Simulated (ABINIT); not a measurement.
BaHfO3 (P4mm): refractive index against wavelength

The refractive index of BaHfO3 (P4mm) along x below the direct gap (3.84 eV on the mesh) is read from one computed spectrum, n = √(Re ε). x, y and z are the Cartesian axes of the input cell.

The structure is tetragonal, space group P4mm (No. 99). The conventional cell has a = 4.170 Å, b = 4.170 Å, c = 4.170 Å, α = 90.00°, β = 90.00°, γ = 90.00°. Hf on site a has 6 O at 2.08 to 2.09 Å as nearest neighbours. Around Ba on site b lie 12 O at 2.94 to 2.96 Å. O on site a has 2 Hf at 2.08 to 2.09 Å as nearest neighbours. Around O on site c lie 2 Hf at 2.08 Å.

Method: ABINIT 10.8.3, PBE, independent particles, k-mesh 8×8×8, Lorentzian half width 0.05 eV.

Launch of the response step: `optic optic.abi`. The run took 3.9 min, its band step included, on 4 threads of Intel(R) Xeon(R) 6975P-C (Granite Rapids), on a shared host.

| wavelength (nm) | photon energy E (eV) | n |
| --- | --- | --- |
| 1310 | 0.946 | 2.1662 |
| 1064 | 1.165 | 2.1728 |
| 850 | 1.459 | 2.1841 |
| 700 | 1.771 | 2.1996 |
| 633 | 1.959 | 2.2108 |
| 532 | 2.331 | 2.2379 |
| 450 | 2.755 | ? |

In the single-oscillator model n² − 1 = E₀E_d/(E₀² − E²), so 1/(n² − 1) = E₀/E_d − E²/(E₀E_d) is linear in E².

Working, on the rows shown:

| x = E² (eV²) | y = 1/(n² − 1) |
| --- | --- |
| 0.895757 | 0.270825 |
| 1.35784 | 0.268741 |
| 2.12762 | 0.265231 |
| 3.13716 | 0.260536 |
| 3.83641 | 0.257226 |
| 5.43137 | 0.249489 |

Means: x̄ = 2.7977, ȳ = 0.26201. Σ(x − x̄)(y − ȳ) = -0.06706, Σ(x − x̄)² = 14.27. Slope = -0.06706 / 14.27 = -0.0047; intercept = ȳ − slope · x̄ = 0.27516. Turned back into n, the line misses the rows shown by at most 0.00051.

Problem. What does the fit predict for the withheld row, and how well does it do?

Solution. At x = 7.5912 the line gives y = 0.23948, that is 2.2750. The run gave 2.2789, so the extrapolation is off by 0.0039, 3 % of the range in the table.

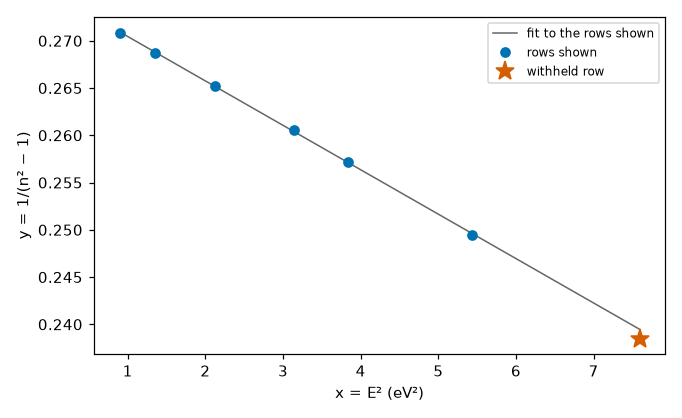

Refitted with all rows, the slope is -0.004822 and the intercept 0.27544. These give E₀ = √(intercept/−slope) = 7.56 eV and E_d = E₀/intercept = 27.4 eV; E₀ is 2.0 times the direct gap. The electronic limit at long wavelengths, without lattice vibrations, is n = √(1 + 1/intercept) = 2.152. Excitons are left out and so are local fields; PBE gaps are as a rule too small. The values come from a sum over the points of one k-mesh and carry its error, which grows as the direct gap shrinks. Spin-orbit coupling is left out.
